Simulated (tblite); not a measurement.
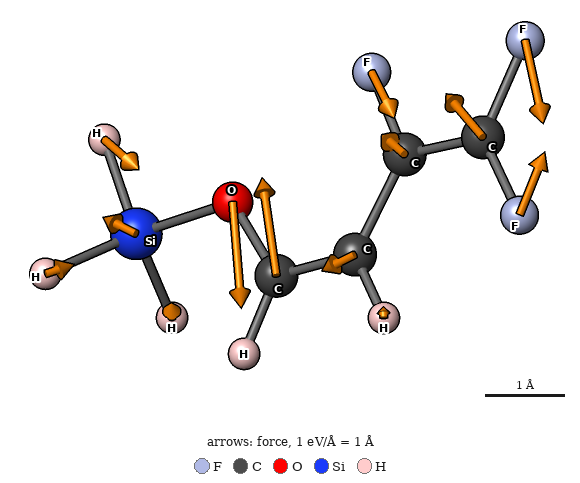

Starting geometry of C4H5F3OSi with the computed forces as orange arrows. A ball-and-stick model, seen from a free direction.

These are results of GFN2-xTB geometry optimisation, gas phase (tblite 0.8.0), not measurements. 

### What follows when this structure is relaxed?

It isn't relaxed: the largest force vector, on the O atom, is 1.49 eV/Å. The final displacements have little in common with the starting forces (cosine between the two patterns 0.28). The energy falls by 6.92 kcal/mol in 53 geometry steps. The largest move after the best rigid fit is that of an H atom, 0.50 Å. Largest moves by element: H 0.50 Å, O 0.24 Å, F 0.18 Å, C 0.14 Å, Si 0.03 Å. Among the contacts that change: C–O 1.380 → 1.324 Å, H–Si 1.489 → 1.449 Å, O–Si 1.661 → 1.637 Å, C–F 1.349 → 1.326 Å. Bond angles that change, for instance: C–O–Si 121.2° → 134.1°, O–Si–H 109.6° → 99.0°, F–C–F 120.3° → 110.7°.
